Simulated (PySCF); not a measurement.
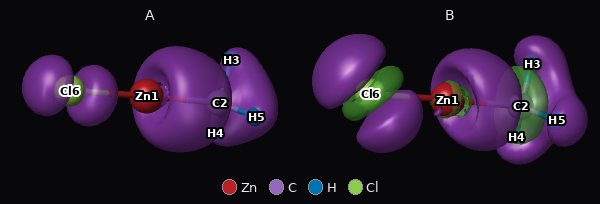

ZnMeCl (CH3ClZn). The Fukui function f⁻ from two separate SCF calculations and the density of the HOMO, at ±0.02 e/Å³ (purple positive, green negative).

Level of theory: B3LYP/def2-SVPD (PySCF), at a geometry from GFN2-xTB. No frequency check shows the geometry to be a minimum. GFN2-xTB bond lengths at metals and heavier atoms can be off by up to 0.1 Å and shapes distorted, which carries into these values.

Which panel is which, and how good is the frozen-orbital picture?

Answer. B is f⁻ (it has negative regions), A the HOMO density. The HOMO lies on C2 (43 %), Zn1 (26 %) and Cl6 (16 %); f⁻ (Hirshfeld-condensed) is largest on Cl6 (0.35) and Zn1 (0.25); the vertical ionisation energy is 10.70 eV. Relaxation shifts 27 % of the electron between atoms. The orbital energy is −8.30 eV.

Cost of the run: 2.7 min on 1 thread of Arm Neoverse V1, with other jobs on the host, peak memory 0.52 GiB.
